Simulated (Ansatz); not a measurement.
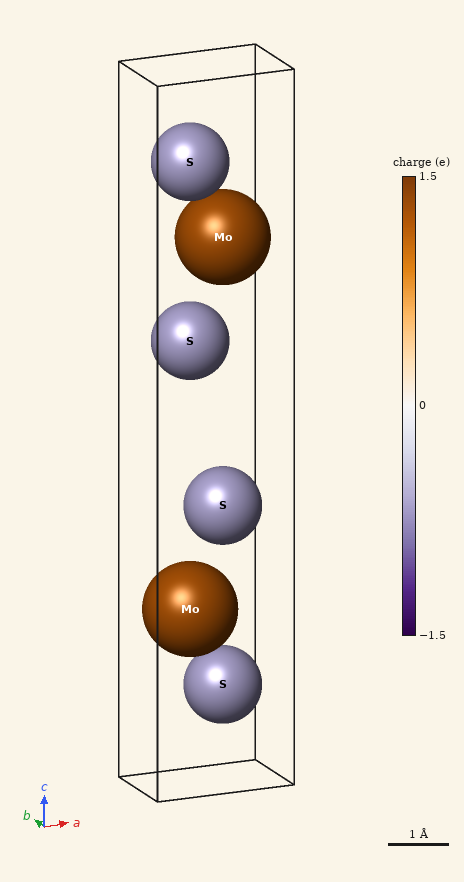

Structure drawing (spheres-only), viewed slightly off an axis. The outline marks the simulation cell. The atoms of this MoS2 cell are coloured by their Bader charge.

Computed with DFT, PAW plane waves, r2SCAN, spin-orbit in Ansatz. Settings: 500 eV cutoff, a 9×9×2 k-point grid, cold smearing of 0.011 eV, no moments seeded, so the run stays non-magnetic, spinor wavefunctions. The pressure of the cell is 12 GPa.

### Describe the charge distribution among the elements.

Most positive: Mo; most negative: S. Charges: about Mo +1.3 e; S -0.7 e. The transfer is large, as in an ionic solid.

The picture shows a generated cell, made by putting these elements into a known structure type (the compound may or may not exist in this form); the geometry isn't optimised. It was run through Ansatz as a DFT input.

At this level of theory the cell isn't at rest (compressed, at 12 GPa and forces up to 1.0 eV/Å), so its distances can differ from those at equilibrium, the more so the softer the solid.
